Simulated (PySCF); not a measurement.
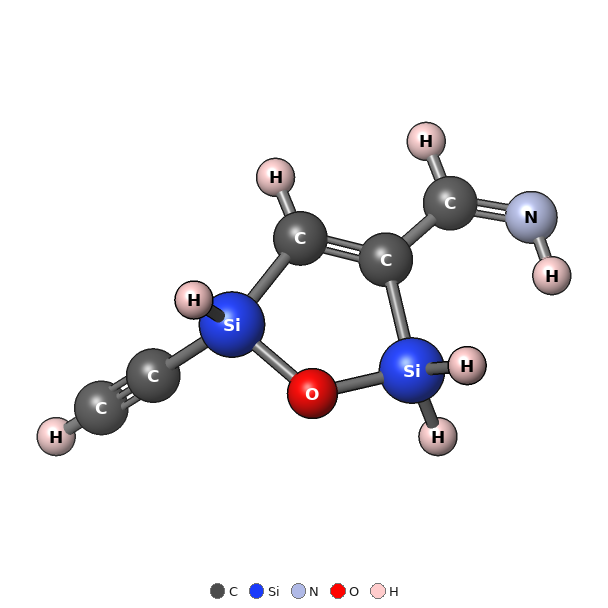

The geometry was computed by an optimisation with GFN2-xTB. No frequency run is at hand to confirm it as a minimum. Level of theory: PBE0/def2-SVPD, gas phase (PySCF 2.14.0). Excitations: vertical, linear response.

Question: Estimate the brightest of the 8 lowest singlets.

Answer: 5.82 eV.

Question: What is the HOMO energy (Kohn–Sham orbital)?

Answer: −7.76 eV.

Question: Estimate the lowest vertical singlet excitation.

Answer: 4.17 eV.

Question: Give the LUMO energy (Kohn–Sham orbital) at this level.

Answer: −2.00 eV.

The geometry is semi-empirical. Around Si such bond lengths and angles can be off by a tenth of an ångström or more and by several degrees, and values that hang on the shape move with them.
